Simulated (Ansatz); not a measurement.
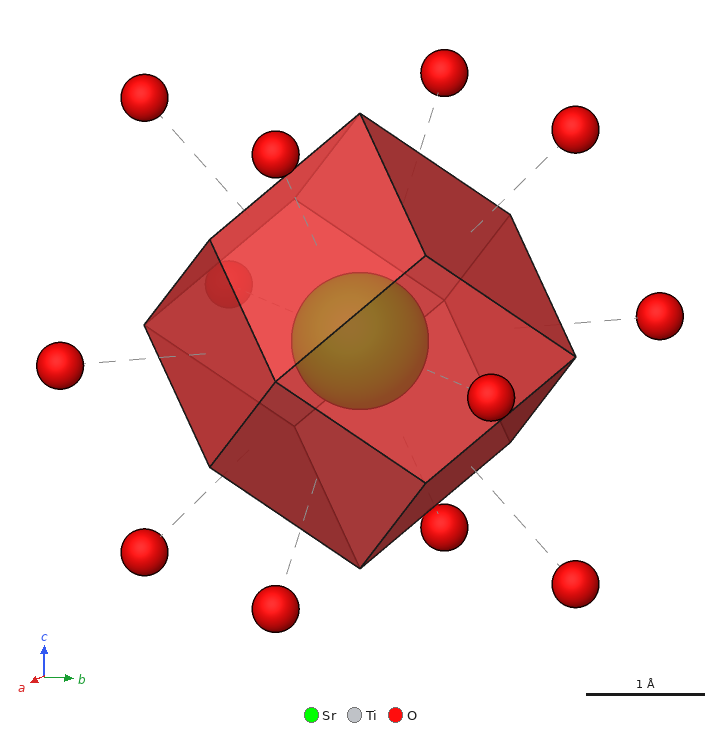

Voronoi cell (the region closer to this atom than to any other), computed from the atomic positions without radii. Central atom: Sr (1b) in SrTiO3; faces take the colour of the neighbour behind them. Source: the end point of a relaxation with Ansatz 0.2.0, DFT PBE+U, scalar-relativistic, plane waves, PAW.

SrTiO3, space group Pm-3m (No. 221), a = 3.947 Å, b = 3.947 Å, c = 3.947 Å, α = 90.00°, β = 90.00°, γ = 90.00°

```csv
site,Wyckoff,x,y,z
Sr,1b,0.5000,0.5000,0.5000
Ti,1a,0.0000,0.0000,0.0000
O,3d,0.5000,0.0000,0.0000
```

Question: What is the volume of this Voronoi cell?

Answer: 15.4 Å³, against a mean of 12.3 Å³ per atom in this structure.

Question: Which neighbours share a face with the central atom?

Answer: 12 O (100 % of the solid angle).
